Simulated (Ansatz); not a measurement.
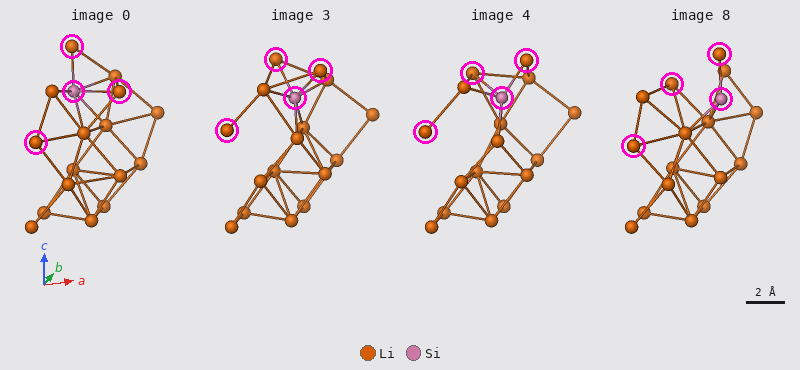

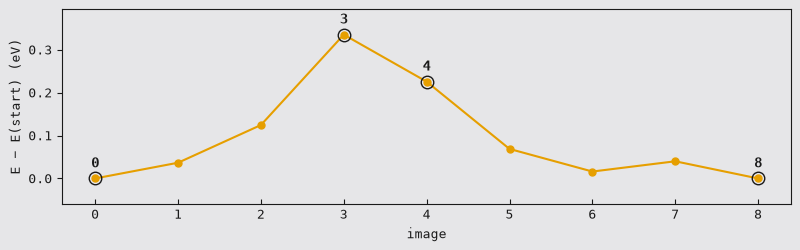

NEB run on Si on Li(110) (17 atoms in the cell). Images are numbered from 0 (start) to 8 (end). Style: ball-and-stick. Shown: the simulation cell, with the vacuum cut short (origin moved), slightly off an axis. The atoms that move most are ringed. Bonds to atoms that aren't drawn are left out.

Level of theory: Ansatz, DFT PBE, scalar-relativistic, plane waves, PAW.

The input:
```yaml
crystal:
  lattice:
    - [6.98, 0.0, 0.0]
    - [3.49, 4.935605, 0.0]
    - [0.0, 0.0, 19.403408]
  atoms:
    - { symbol: Li, position: [-0.25, 0.5, 0.0515373] }
    - { symbol: Li, position: [0.25, 0.5, 0.0515373] }
    - { symbol: Li, position: [-0.25, 1.0, 0.0515373] }
    - { symbol: Li, position: [0.25, 1.0, 0.0515373] }
    - { symbol: Li, position: [0.00139305, -0.05077433, 0.17475473] }
    - { symbol: Li, position: [0.57697989, -0.0958758, 0.16943804] }
    - { symbol: Li, position: [0.08293313, 0.37474463, 0.17220553] }
    - { symbol: Li, position: [0.49896017, 0.47071613, 0.1682681] }
    - { symbol: Li, position: [-0.22957304, 0.48169498, 0.2847709] }
    - { symbol: Li, position: [0.18435197, 0.5645239, 0.29970706] }
    - { symbol: Li, position: [-0.33457236, 1.10378092, 0.29734747] }
    - { symbol: Li, position: [0.2949837, 0.95514338, 0.29654762] }
    - { symbol: Li, position: [-0.02504405, 0.03540274, 0.41067258] }
    - { symbol: Li, position: [0.38325103, 0.18264562, 0.42118531] }
    - { symbol: Li, position: [-0.18205956, 0.62226557, 0.41283974] }
    - { symbol: Li, position: [0.46241813, 0.59953312, 0.51368656] }
    - { symbol: Si, position: [0.49014792, 0.53663215, 0.38873023] }
basis:
  ecutwfc: 420.0
kpoints:
  mp_grid: { grid: [3, 3, 1] }
hamiltonian:
  xc: pbe
scf:
  occupations: { method: gaussian, width: 0.05 }
  lower_state_search: "off"
neb:
  images: 7
  f_tol: 0.05
  initial_path: idpp
  max_iterations: 37
  constraints: [{ sites: [0, 1, 2, 3] }]
  final_atoms:
    - { symbol: Li, position: [-0.25, 0.5, 0.0515373] }
    - { symbol: Li, position: [0.25, 0.5, 0.0515373] }
    - { symbol: Li, position: [-0.25, 1.0, 0.0515373] }
    - { symbol: Li, position: [0.25, 1.0, 0.0515373] }
    - { symbol: Li, position: [-0.00103981, -0.0292839, 0.1682681] }
    - { symbol: Li, position: [0.58293315, -0.1252554, 0.17220553] }
    - { symbol: Li, position: [0.07697991, 0.40412417, 0.16943804] }
    - { symbol: Li, position: [0.50139307, 0.44922564, 0.17475473] }
    - { symbol: Li, position: [-0.20501628, 0.45514335, 0.29654762] }
    - { symbol: Li, position: [0.16542766, 0.60378089, 0.29734747] }
    - { symbol: Li, position: [-0.31564801, 1.06452387, 0.29970706] }
    - { symbol: Li, position: [0.27042698, 0.98169495, 0.2847709] }
    - { symbol: Li, position: [-0.03758185, 0.09953309, 0.51368656] }
    - { symbol: Li, position: [0.31794046, 0.12226554, 0.41283974] }
    - { symbol: Li, position: [-0.11674895, 0.68264559, 0.42118531] }
    - { symbol: Li, position: [0.47495597, 0.53540271, 0.41067258] }
    - { symbol: Si, position: [0.99014794, 0.03663212, 0.38873023] }
  order_check: true
```

Command:
```bash
ansatz run input.yaml --threads 1 --pin off --max-ram 3072MiB --backend cpu --events-out ev --progress --plain --runs-dir out
```

Question: Read off the barrier and say what moves.

Answer: The barrier is about 0.34 eV in both directions, with image 3 at the top; the ends have the same energy. The profile has 2 maxima (images 3, 7) with a dip at image 6 (+0.02 eV), so the process runs in steps. The path has more than one stage, and so few images may leave a stage unresolved. The Si atom travels furthest, 3.02 Å from end to end, on a path that bends up to 0.48 Å away from the straight line. It doesn't move alone: Li (2.03 Å), Li (2.03 Å) move with it. The band converged in 13 iterations. The largest component of the band force went from 0.36 to 0.049 eV/Å. The climbing image converged on the top of the path. A check of its curvatures didn't confirm a first-order saddle.

Limits of the set-up: the periodic images lie only 6.0 Å apart, so the values are limited by the cell's size.
